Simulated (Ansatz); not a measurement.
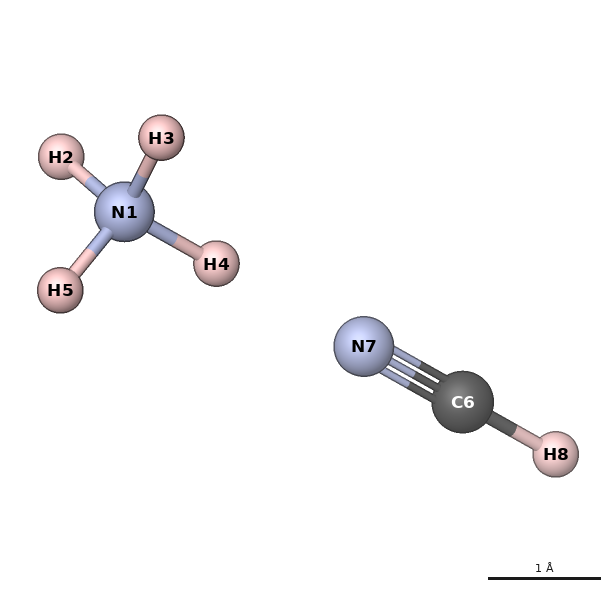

Charge +1, singlet. The computed structure is the end point of a PBE0-D4/def2-TZVP optimisation.

Find the hydrogen bonds (donors O, N, F, S or Cl) and give their geometry.

| D–H···A | D–H (Å) | H···A (Å) | angle (°) | kind |
| --- | --- | --- | --- | --- |
| N1–H4···N7 | 1.06 | 1.70 | 180 | intermolecular |
